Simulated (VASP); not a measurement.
Band structure of PbSe (space group Cmcm). Computed with LDA (Ceperley-Alder, Perdew-Zunger), VASP's LDA PAW potentials (set 64) (plane waves; VASP 6.6.1).

Unless said otherwise, spin-orbit coupling is left out, though it shifts the bands of the heavy elements here.

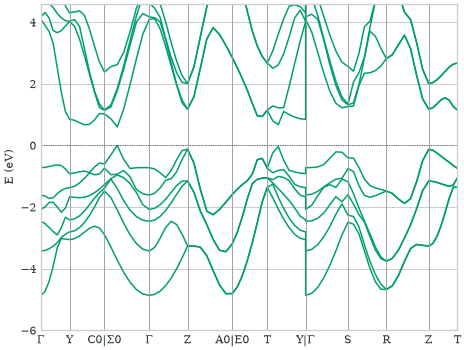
*Bands along high-symmetry lines, zero at the valence-band maximum or, without a gap, the Fermi level*

Read the plot: is there a gap, and where are the band edges?

The gap is direct, 0.60 eV, from the valence maximum at Σ0-Γ at 0.29 to the conduction minimum at Σ0-Γ at 0.29. (Edges off the drawn lines would not show.)

The structure comes from a computed database's PbSe entry (Cmcm); how it stands against other phases isn't given here. It was relaxed first, which changed the volume by -9 %.
